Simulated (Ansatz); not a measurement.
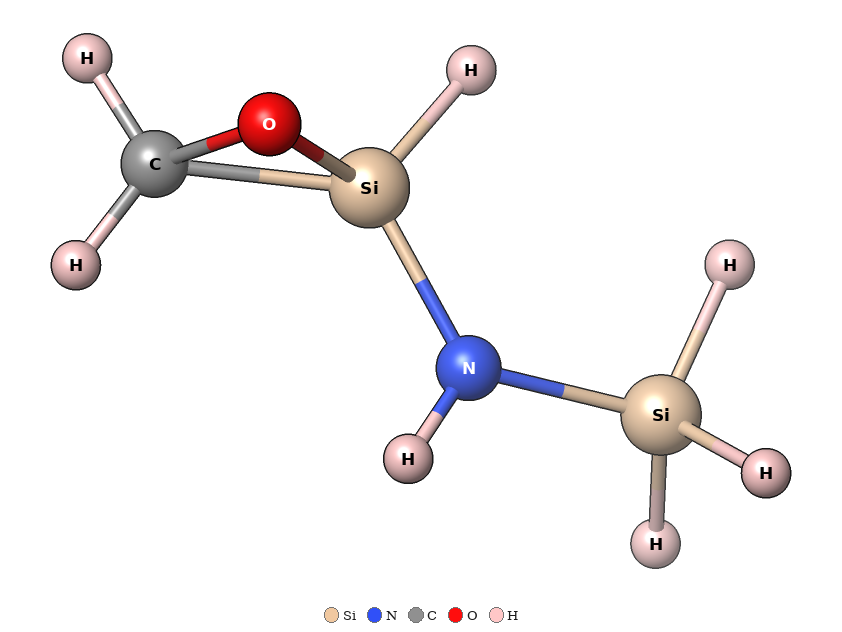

Depth is shown by fading: the farther an atom, the more it takes the colour of the background. The geometry was computed by an optimisation with PBE0-D4/def2-TZVP. No frequency run is at hand to confirm it as a minimum.

Which symmetry elements does this geometry have?

It has no symmetry element but the identity, so the point group is C1. The group has 1 operation. The geometry is chiral, and symmetry allows a dipole moment.
